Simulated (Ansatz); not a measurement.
**CH5BN2: one molecule under many settings**

How do the results and run time of CH5BN2 respond when the settings are drawn wide?

Program: Ansatz 0.2.0, Gaussian basis. Level of theory: the settings change from run to run. These are calculated values, not measurements.

## (1) The molecule

An earlier PBE0-D4 in a triple-zeta def2 set relaxation fixed the geometry.

SMILES `NC1BN1`, 9 atoms, charge 0, spin multiplicity 1.

Atoms are counted from 1 here; the program's logs count them from 0.

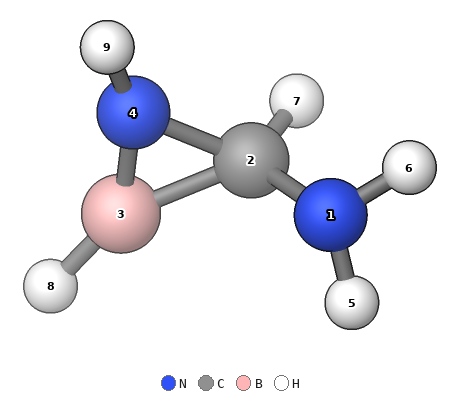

The geometry (nitrogen blue, carbon grey, boron pink, hydrogen white); atoms are numbered from 1 in the order of the file.

## (2) wPBEh/def2-TZVPP

This run has atoms shaken by 0.08 Å.

File in.yaml:

```yaml
crystal:
  periodic: [false, false, false]
  atoms:
    - {symbol: N, position_ang: [0.183472, 1.241026, -0.636210]}
    - {symbol: C, position_ang: [-0.282555, 0.005173, -0.197481]}
    - {symbol: B, position_ang: [0.692946, -1.145137, 0.238929]}
    - {symbol: N, position_ang: [-0.144245, -0.457395, 1.181225]}
    - {symbol: H, position_ang: [0.586732, 1.083554, -1.401951]}
    - {symbol: H, position_ang: [-0.566643, 1.924397, -1.100584]}
    - {symbol: H, position_ang: [-1.364287, -0.218459, -0.467094]}
    - {symbol: H, position_ang: [1.454693, -2.111951, 0.202359]}
    - {symbol: H, position_ang: [-0.456117, -0.196152, 2.012220]}
basis:
  gaussian: {orbitals: def2-TZVPP}
hamiltonian: {xc: {name: wPBEh}}
```

Command:

```bash
ansatz run in.yaml --threads 2 --pin off --events-out ev --progress --plain --max-ram 4352MiB
```

Output:

```text
Functional definition: wPBEh
  name "wPBEh"
  cite "Heyd, Scuseria & Ernzerhof, J. Chem. Phys. 118, 8207 (2003) doi:10.1063/1.1564060"
  cite "Krukau, Vydrov, Izmaylov & Scuseria, J. Chem. Phys. 125, 224106 (2006) doi:10.1063/1.2404663"
  cite "Heyd & Scuseria, J. Chem. Phys. 120, 7274 (2004) doi:10.1063/1.1668634"
  cite "Ernzerhof & Perdew, J. Chem. Phys. 109, 3313 (1998) doi:10.1063/1.476928"
  cite "Perdew, Burke & Ernzerhof, Phys. Rev. Lett. 77, 3865 (1996) doi:10.1103/PhysRevLett.77.3865"
  parent pbe
  parameter a = 0.25
  parameter omega = 0.11/bohr
  exchange = wpbe_x - a*pbe_x_sr(omega) + a*exact_x_sr(omega)
  correlation = pbe_c
954 factors; their error is unknown
100 factors; integrals over basis functions are off by at most 4.1e-7 eV
mean field evaluation 1: about -4757.8777 eV, gradient 7.4e1 eV
mean field evaluation 2: about -4732.7472 eV, gradient 1.2e2 eV
mean field evaluation 4: about -4768.6729 eV, gradient 1.2e1 eV
mean field evaluation 8: about -4768.9414 eV, gradient 1.5e-1 eV
mean field evaluation 16: about -4768.9425 eV, gradient 1.1e-4 eV
mean field -4768.94251396 eV, -175.2554048827 hartree, gradient 2.4e-5 eV, S^2 0.000000; 0 other end points of the search recorded, 0 dependent functions left out
reference -4768.94255456 eV, -175.2554063749 hartree; 15, 15 occupied and 179, 179 virtual orbitals, 954 factors
Total energy: -4768.94255456 eV, -175.2554063749 hartree
```

It took 2.6 s on 2 threads of Arm Neoverse V2, shared host; peak memory 0.37 GiB.

## (3) HSE06/def2-TZVPP

File in.yaml:

```yaml
crystal:
  periodic: [false, false, false]
  atoms:
    - {symbol: N, position_ang: [0.142944, 1.194368, -0.640584]}
    - {symbol: C, position_ang: [-0.364161, -0.077221, -0.222272]}
    - {symbol: B, position_ang: [0.591189, -1.194096, 0.303181]}
    - {symbol: N, position_ang: [-0.130499, -0.469895, 1.171494]}
    - {symbol: H, position_ang: [0.783988, 1.117386, -1.416970]}
    - {symbol: H, position_ang: [-0.589896, 1.842609, -0.892415]}
    - {symbol: H, position_ang: [-1.366435, -0.317211, -0.582685]}
    - {symbol: H, position_ang: [1.414171, -2.039043, 0.194738]}
    - {symbol: H, position_ang: [-0.392801, -0.103199, 2.068312]}
basis:
  gaussian: {orbitals: def2-TZVPP}
hamiltonian: {xc: {name: HSE06}}
```

Launched as before.

Output (excerpt; [...] marks lines left out):

```text
Functional definition: HSE06
  name "HSE06"
  cite "Heyd, Scuseria & Ernzerhof, J. Chem. Phys. 118, 8207 (2003) doi:10.1063/1.1564060"
  cite "Krukau, Vydrov, Izmaylov & Scuseria, J. Chem. Phys. 125, 224106 (2006) doi:10.1063/1.2404663"
  cite "Heyd & Scuseria, J. Chem. Phys. 120, 7274 (2004) doi:10.1063/1.1668634"
  cite "Ernzerhof & Perdew, J. Chem. Phys. 109, 3313 (1998) doi:10.1063/1.476928"
  cite "Perdew, Burke & Ernzerhof, Phys. Rev. Lett. 77, 3865 (1996) doi:10.1103/PhysRevLett.77.3865"
  parent pbe
[...]
  # The whole range is PBE's own exchange, as in plane waves. The composition of these papers is wPBEh.
[...]
954 factors; their error is unknown
100 factors; integrals over basis functions are off by at most 4.0e-7 eV
[...]
mean field -4769.73121994 eV, -175.2843892928 hartree, gradient 1.8e-5 eV, S^2 0.000000; 0 other end points of the search recorded, 0 dependent functions left out
reference -4769.73125932 eV, -175.2843907401 hartree; 15, 15 occupied and 179, 179 virtual orbitals, 954 factors
Total energy: -4769.73125932 eV, -175.2843907401 hartree
```

Wall time 2.2 s (2 threads of Arm Neoverse V2, shared host); peak memory 0.37 GiB.

## (4) B2PLYP/x2c-TZVPPall

Options: atoms shaken by 0.15 Å, relativity set to scalar.

File in.yaml:

```yaml
crystal:
  periodic: [false, false, false]
  atoms:
    - {symbol: N, position_ang: [0.017529, 1.140890, -0.498169]}
    - {symbol: C, position_ang: [-0.303359, -0.074476, -0.478977]}
    - {symbol: B, position_ang: [0.745159, -0.975455, 0.233459]}
    - {symbol: N, position_ang: [-0.106065, -0.301613, 1.032645]}
    - {symbol: H, position_ang: [0.865259, 1.124897, -1.592066]}
    - {symbol: H, position_ang: [-0.725275, 1.964049, -1.088038]}
    - {symbol: H, position_ang: [-1.415821, -0.309266, -0.344312]}
    - {symbol: H, position_ang: [1.302830, -2.008925, 0.357541]}
    - {symbol: H, position_ang: [-0.468467, -0.279956, 2.187733]}
basis:
  gaussian: {orbitals: x2c-TZVPPall}
hamiltonian: {xc: {name: B2PLYP}, pseudopotentials: {relativity: scalar}}
output: {forces: true}
```

Same command.

Output (excerpt; [...] marks lines left out):

```text
Functional definition: B2PLYP
  name "B2PLYP"
  cite "Grimme, J. Chem. Phys. 124, 034108 (2006) doi:10.1063/1.2148954"
  cite "Becke, Phys. Rev. A 38, 3098 (1988) doi:10.1103/PhysRevA.38.3098"
  cite "Lee, Yang & Parr, Phys. Rev. B 37, 785 (1988) doi:10.1103/PhysRevB.37.785"
[...]
1154 factors; integrals over basis functions are off by at most 1.1e-3 eV
[...]
mean field -4761.74115844 eV, -174.9907599485 hartree, gradient 9.6e-6 eV, S^2 0.000000; 0 other end points of the search recorded, 0 dependent functions left out
4 core orbitals not correlated: weight in the atoms' cores, before any rotation towards them, 1.000 or more for the frozen orbitals, at most 0.000 for the correlated occupied ones
reference -4761.74132447 eV, -174.9907660502 hartree; 11, 11 occupied and 179, 179 virtual orbitals, 1154 factors
second order -24.43871588 eV of doubles, -0.00000000 eV of singles
[...]
Total energy: -4768.33977776 eV, -175.2332547359 hartree
Relativity: scalar
Atom 0 at     0.017529     1.140890    -0.498169 Å, force     3.778070    12.900817    -9.776711 eV/Å
Atom 1 at    -0.303359    -0.074476    -0.478977 Å, force    -6.167114    -6.547370     3.539533 eV/Å
Atom 2 at     0.745159    -0.975455     0.233459 Å, force    -0.934408    -1.699706     1.389330 eV/Å
Atom 3 at    -0.106065    -0.301613     1.032645 Å, force     0.752096    -2.175796     6.828163 eV/Å
Atom 4 at     0.865259     1.124897    -1.592066 Å, force    -2.440857     0.729060     3.524795 eV/Å
Atom 5 at    -0.725275     1.964049    -1.088038 Å, force     2.140771    -3.358586     2.282004 eV/Å
Atom 6 at    -1.415821    -0.309266    -0.344312 Å, force     1.108991    -0.192939    -2.407754 eV/Å
Atom 7 at     1.302830    -2.008925     0.357541 Å, force     0.692850     0.295715    -0.562729 eV/Å
Atom 8 at    -0.468467    -0.279956     2.187733 Å, force     1.069600     0.048804    -4.816632 eV/Å
Dipole moment:    -0.244892     0.079719    -0.027653 e Å
```

It took 10 s on 2 threads of Arm Neoverse V2, shared host; peak memory 0.61 GiB.

Largest force 16.622 eV/Å, dipole 1.24 D.

## (5) B2GP-PLYP/def2-mTZVPP

Set apart from the defaults: a grid of angular degree 23, relativity set to none.

File in.yaml:

```yaml
crystal:
  periodic: [false, false, false]
  atoms:
    - {symbol: N, position_ang: [0.142944, 1.194368, -0.640584]}
    - {symbol: C, position_ang: [-0.364161, -0.077221, -0.222272]}
    - {symbol: B, position_ang: [0.591189, -1.194096, 0.303181]}
    - {symbol: N, position_ang: [-0.130499, -0.469895, 1.171494]}
    - {symbol: H, position_ang: [0.783988, 1.117386, -1.416970]}
    - {symbol: H, position_ang: [-0.589896, 1.842609, -0.892415]}
    - {symbol: H, position_ang: [-1.366435, -0.317211, -0.582685]}
    - {symbol: H, position_ang: [1.414171, -2.039043, 0.194738]}
    - {symbol: H, position_ang: [-0.392801, -0.103199, 2.068312]}
basis:
  gaussian: {orbitals: def2-mTZVPP, final_grid: {core_spheres: 8, valence_spheres: 7, degree: 23}}
hamiltonian: {xc: {name: B2GP-PLYP}, pseudopotentials: {relativity: none}}
```

The command is unchanged.

Output (excerpt; [...] marks lines left out):

```text
Functional definition: B2GP-PLYP
  name "B2GP-PLYP"
  cite "Karton, Tarnopolsky, Lamère, Schatz & Martin, J. Phys. Chem. A 112, 12868 (2008) doi:10.1021/jp801805p"
  cite "Becke, Phys. Rev. A 38, 3098 (1988) doi:10.1103/PhysRevA.38.3098"
  cite "Lee, Yang & Parr, Phys. Rev. B 37, 785 (1988) doi:10.1103/PhysRevB.37.785"
[...]
1020 factors; integrals over basis functions are off by at most 1.1e-3 eV
[...]
mean field -4762.64225103 eV, -175.0238744906 hartree, gradient 8.7e-7 eV, S^2 0.000000; 0 other end points of the search recorded, 0 dependent functions left out
4 core orbitals not correlated: weight in the atoms' cores, before any rotation towards them, 1.000 or more for the frozen orbitals, at most 0.000 for the correlated occupied ones
reference -4762.64235213 eV, -175.0238782060 hartree; 11, 11 occupied and 96, 96 virtual orbitals, 1020 factors
second order -19.03292641 eV of doubles, -0.00000000 eV of singles
Total energy: -4769.49420564 eV, -175.2756791780 hartree
```

Run time: 1.2 s. Hardware: 2 threads of Arm Neoverse V2, shared host.

## (6) B2GP-PLYP/def2-SVP

This run has high accuracy.

Changes to in.yaml since step 5:

```diff
@@ -13,3 +13,5 @@
 basis:
-  gaussian: {orbitals: def2-mTZVPP, final_grid: {core_spheres: 8, valence_spheres: 7, degree: 23}}
-hamiltonian: {xc: {name: B2GP-PLYP}, pseudopotentials: {relativity: none}}
+  gaussian: {orbitals: def2-SVP}
+hamiltonian: {xc: {name: B2GP-PLYP}}
+accuracy: high
+output: {forces: true}
```

Same command.

Output (excerpt; [...] marks lines left out):

```text
Functional definition: B2GP-PLYP
  name "B2GP-PLYP"
  cite "Karton, Tarnopolsky, Lamère, Schatz & Martin, J. Phys. Chem. A 112, 12868 (2008) doi:10.1021/jp801805p"
  cite "Becke, Phys. Rev. A 38, 3098 (1988) doi:10.1103/PhysRevA.38.3098"
  cite "Lee, Yang & Parr, Phys. Rev. B 37, 785 (1988) doi:10.1103/PhysRevB.37.785"
[...]
1957 factors; integrals over basis functions are off by at most 3.2e-9 eV
[...]
mean field -4757.50737110 eV, -174.8351711338 hartree, gradient 7.1e-8 eV, S^2 0.000000; 0 other end points of the search recorded, 0 dependent functions left out
4 core orbitals not correlated: weight in the atoms' cores, before any rotation towards them, 1.000 or more for the frozen orbitals, at most 0.000 for the correlated occupied ones
reference -4757.50738907 eV, -174.8351717942 hartree; 11, 11 occupied and 66, 66 virtual orbitals, 1957 factors
second order -17.51894843 eV of doubles, -0.00000000 eV of singles
[...]
Total energy: -4763.81421051 eV, -175.0669432070 hartree
Atom 0 at     0.142944     1.194368    -0.640584 Å, force     0.044054    -0.041649     0.251275 eV/Å
Atom 1 at    -0.364161    -0.077221    -0.222272 Å, force     0.078634     0.214097    -0.116133 eV/Å
Atom 2 at     0.591189    -1.194096     0.303181 Å, force     0.194938    -0.202497    -0.046322 eV/Å
Atom 3 at    -0.130499    -0.469895     1.171494 Å, force    -0.062976     0.031040     0.079722 eV/Å
Atom 4 at     0.783988     1.117386    -1.416970 Å, force     0.076939    -0.015230    -0.178924 eV/Å
Atom 5 at    -0.589896     1.842609    -0.892415 Å, force    -0.110441     0.111522    -0.076184 eV/Å
Atom 6 at    -1.366435    -0.317211    -0.582685 Å, force    -0.248307    -0.061732    -0.085070 eV/Å
Atom 7 at     1.414171    -2.039043     0.194738 Å, force     0.107710    -0.121540    -0.036352 eV/Å
Atom 8 at    -0.392801    -0.103199     2.068312 Å, force    -0.080550     0.085990     0.207988 eV/Å
Dipole moment:    -0.208203     0.134268    -0.029487 e Å
```

Run time: 8.5 s. Hardware: 2 threads of Arm Neoverse V2, shared host; peak memory 0.31 GiB.

Largest force 0.285 eV/Å, dipole 1.20 D.

## (7) r2SCANh/x2c-TZVPPall

Changes to in.yaml since step 6:

```diff
@@ -13,5 +13,4 @@
 basis:
-  gaussian: {orbitals: def2-SVP}
-hamiltonian: {xc: {name: B2GP-PLYP}}
-accuracy: high
+  gaussian: {orbitals: x2c-TZVPPall}
+hamiltonian: {xc: {name: r2SCANh}}
 output: {forces: true}
```

Same command.

Output (excerpt; [...] marks lines left out):

```text
Functional definition: r2SCANh
  name "r2SCANh"
  cite "Bursch, Neugebauer, Ehlert & Grimme, J. Chem. Phys. 156, 134105 (2022) doi:10.1063/5.0086040"
  cite "Furness, Kaplan, Ning, Perdew & Sun, J. Phys. Chem. Lett. 11, 8208 (2020) doi:10.1021/acs.jpclett.0c02405"
  cite "Furness, Kaplan, Ning, Perdew & Sun, J. Phys. Chem. Lett. 11, 9248 (2020) doi:10.1021/acs.jpclett.0c03077"
  parent r2scan
[...]
955 factors; their error is unknown
[...]
mean field -4774.80559466 eV, -175.4708691242 hartree, gradient 2.9e-5 eV, S^2 0.000000; 0 other end points of the search recorded, 0 dependent functions left out
[...]
reference -4774.80560585 eV, -175.4708695355 hartree; 15, 15 occupied and 179, 179 virtual orbitals, 955 factors
Total energy: -4774.80560585 eV, -175.4708695355 hartree
Relativity: scalar
Atom 0 at     0.142944     1.194368    -0.640584 Å, force     0.051187     0.143602    -0.058351 eV/Å
Atom 1 at    -0.364161    -0.077221    -0.222272 Å, force    -0.113330    -0.114795    -0.150922 eV/Å
Atom 2 at     0.591189    -1.194096     0.303181 Å, force     0.041547    -0.036126    -0.030474 eV/Å
Atom 3 at    -0.130499    -0.469895     1.171494 Å, force     0.013732    -0.025392     0.208169 eV/Å
Atom 4 at     0.783988     1.117386    -1.416970 Å, force    -0.069710     0.012588     0.050214 eV/Å
Atom 5 at    -0.589896     1.842609    -0.892415 Å, force     0.062134    -0.059524    -0.004640 eV/Å
Atom 6 at    -1.366435    -0.317211    -0.582685 Å, force     0.056519     0.030617     0.030943 eV/Å
Atom 7 at     1.414171    -2.039043     0.194738 Å, force    -0.055328     0.064067     0.016154 eV/Å
Atom 8 at    -0.392801    -0.103199     2.068312 Å, force     0.013247    -0.015037    -0.061095 eV/Å
Dipole moment:    -0.187463     0.096104    -0.033259 e Å
```

Run time: 4 s. Hardware: 2 threads of Arm Neoverse V2, shared host; peak memory 0.38 GiB.

Largest force 0.221 eV/Å, dipole 1.02 D.

## (8) wB97X/def2-SVP

Set apart from the defaults: charge +1, multiplicity 2, restricted open-shell orbitals, density fitting with cc-pVTZ-jkfit.

Changes to in.yaml since step 7:

```diff
@@ -13,4 +13,5 @@
 basis:
-  gaussian: {orbitals: x2c-TZVPPall}
-hamiltonian: {xc: {name: r2SCANh}}
-output: {forces: true}
+  gaussian: {orbitals: def2-SVP, fitting: {mean_field: cc-pVTZ-jkfit}}
+total_charge: 1
+magnetization: {spin_polarized: false, initial_magnetization: 1}
+hamiltonian: {xc: {name: wB97X}}
```

Same command.

Output (excerpt; [...] marks lines left out):

```text
Functional definition: wB97X
  name "wB97X"
  cite "Chai & Head-Gordon, J. Chem. Phys. 128, 084106 (2008) doi:10.1063/1.2834918"
  cite "Becke, J. Chem. Phys. 107, 8554 (1997) doi:10.1063/1.475007"
[...]
  # The coefficients of nought are those of the uniform gas.
[...]
      + exact_x_lr(omega)
[...]
      + integral(e_c_pw_opposite_spin*poly(b97_u_opposite, 1, cos1, cos2, cos3, cos4))
466 factors; integrals over basis functions are off by at most 1.3e-1 eV
466 factors; integrals over basis functions are off by at most 5.0e-7 eV
[...]
mean field -4759.77434624 eV, -174.9184809332 hartree, gradient 3.2e-5 eV, S^2 0.750000; 4 other end points of the search recorded, 0 dependent functions left out
reference -4759.77432017 eV, -174.9184799753 hartree; 15, 14 occupied and 66, 67 virtual orbitals, 466 factors
Total energy: -4759.77432017 eV, -174.9184799753 hartree
```

Wall time 5.5 s (2 threads of Arm Neoverse V2, shared host); peak memory 0.27 GiB.

## (9) RPA/cc-pVTZ-DK

This run has density fitting with cc-pVTZ-jkfit.

Changes to in.yaml since step 8:

```diff
@@ -13,5 +13,4 @@
 basis:
-  gaussian: {orbitals: def2-SVP, fitting: {mean_field: cc-pVTZ-jkfit}}
-total_charge: 1
-magnetization: {spin_polarized: false, initial_magnetization: 1}
-hamiltonian: {xc: {name: wB97X}}
+  gaussian: {orbitals: cc-pVTZ-DK, fitting: {mean_field: cc-pVTZ-jkfit}}
+hamiltonian: {xc: {name: PBE0}}
+correlation: {method: rpa}
```

Launched as before.

Output (excerpt; [...] marks lines left out):

```text
Functional definition: PBE0
  name "PBE0"
  cite "Adamo & Barone, J. Chem. Phys. 110, 6158 (1999) doi:10.1063/1.478522"
  cite "Perdew, Burke & Ernzerhof, Phys. Rev. Lett. 77, 3865 (1996) doi:10.1103/PhysRevLett.77.3865"
  parent pbe
[...]
466 factors; integrals over basis functions are off by at most 6.8e-1 eV
[...]
mean field -4771.99953861 eV, -175.3677484666 hartree, gradient 8.3e-6 eV, S^2 0.000000; 0 other end points of the search recorded, 0 dependent functions left out
4 core orbitals not correlated: weight in the atoms' cores, before any rotation towards them, 1.000 or more for the frozen orbitals, at most 0.000 for the correlated occupied ones
reference -4746.85490962 eV, -174.4437003947 hartree; 11, 11 occupied and 175, 175 virtual orbitals, 466 factors
Total energy: -4774.41216642 eV, -175.4564109031 hartree
Relativity: scalar
```

Run time: 2.5 s. Hardware: 2 threads of Arm Neoverse V2, shared host.

## (10) CCSD(T)/def2-TZVP

Changes to in.yaml since step 9:

```diff
@@ -13,4 +13,4 @@
 basis:
-  gaussian: {orbitals: cc-pVTZ-DK, fitting: {mean_field: cc-pVTZ-jkfit}}
-hamiltonian: {xc: {name: PBE0}}
-correlation: {method: rpa}
+  gaussian: {orbitals: def2-TZVP}
+hamiltonian: {xc: {name: HF}}
+correlation: {method: ccsd_t}
```

Same command.

Output (excerpt; [...] marks lines left out):

```text
Functional definition: HF
  name "HF"
  cite "Fock, Z. Phys. 61, 126 (1930) doi:10.1007/BF01340294"
  parent pbe
[...]
1045 factors; integrals over basis functions are off by at most 9.6e-4 eV
[...]
mean field -4745.33258831 eV, -174.3877561184 hartree, gradient 2.7e-6 eV, S^2 0.000000; 0 other end points of the search recorded, 0 dependent functions left out
4 core orbitals not correlated: weight in the atoms' cores, before any rotation towards them, 1.000 or more for the frozen orbitals, at most 0.000 for the correlated occupied ones
reference -4745.33258831 eV, -174.3877561184 hartree; 11, 11 occupied and 139, 139 virtual orbitals, 1045 factors
second order -18.26500334 eV of doubles, -0.00000000 eV of singles
cycle   1  -18.47100517 eV  change   -2.1e-1 eV  update   9.0e-2
[...]
cycle   9  -19.00589836 eV  change   -1.7e-5 eV  update   2.3e-5
perturbative correction -0.80205891 eV, -0.0294751213 hartree
Total energy: -4765.14054558 eV, -175.1156851216 hartree
```

It took 18 s on 2 threads of Arm Neoverse V2, shared host; peak memory 1.2 GiB.

T1 0.013.

## (11) All runs side by side

| level | charge | multiplicity | geometry | functions | energy (eV) | time |
| --- | --- | --- | --- | --- | --- | --- |
| wPBEh/def2-TZVPP | 0 | 1 | shaken | 194 | -4768.943 | 2.6 s |
| HSE06/def2-TZVPP | 0 | 1 | relaxed | 194 | -4769.731 | 2.2 s |
| B2PLYP/x2c-TZVPPall | 0 | 1 | shaken | 194 | -4768.340 | 10 s |
| B2GP-PLYP/def2-mTZVPP | 0 | 1 | relaxed | 111 | -4769.494 | 1.2 s |
| B2GP-PLYP/def2-SVP | 0 | 1 | relaxed | 81 | -4763.814 | 8.5 s |
| r2SCANh/x2c-TZVPPall | 0 | 1 | relaxed | 194 | -4774.806 | 4 s |
| wB97X/def2-SVP | 1 | 2 | relaxed | 81 | -4759.774 | 5.5 s |
| RPA/cc-pVTZ-DK | 0 | 1 | relaxed | 190 | -4774.412 | 2.5 s |
| CCSD(T)/def2-TZVP | 0 | 1 | relaxed | 154 | -4765.141 | 18 s |

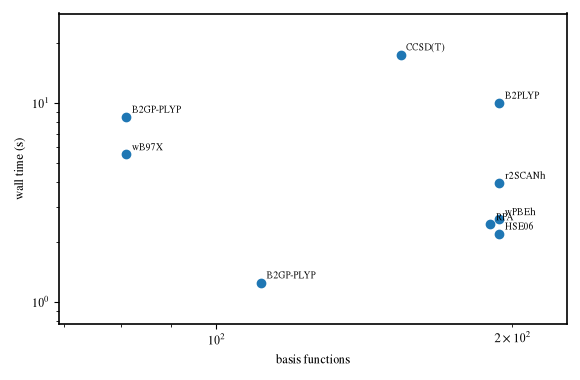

Wall time against the number of basis functions (shared host).

## (12) Outcome

| quantity | value |
| --- | --- |
| runs | 9 |
| quickest | B2GP-PLYP/def2-mTZVPP, 1.2 s |
| slowest | CCSD(T)/def2-TZVP, 18 s |
| spread of total energies, same state and geometry | 11.0 eV |
| dipole, same state and geometry | 1.02 to 1.20 D |

In words: Run time spans a factor of 14, from B2GP-PLYP/def2-mTZVPP to CCSD(T)/def2-TZVP. The jobs differ in tasks and options as well as level. Total energies at one charge and spin differ by 11 eV between levels, so only differences within one level mean anything. At the PBE0-D4/def2-TZVP geometry and in the same state, runs without warnings or point charges leave forces up to 0.28 eV/Å (B2GP-PLYP/def2-SVP), against 16.6 eV/Å where the atoms were moved.
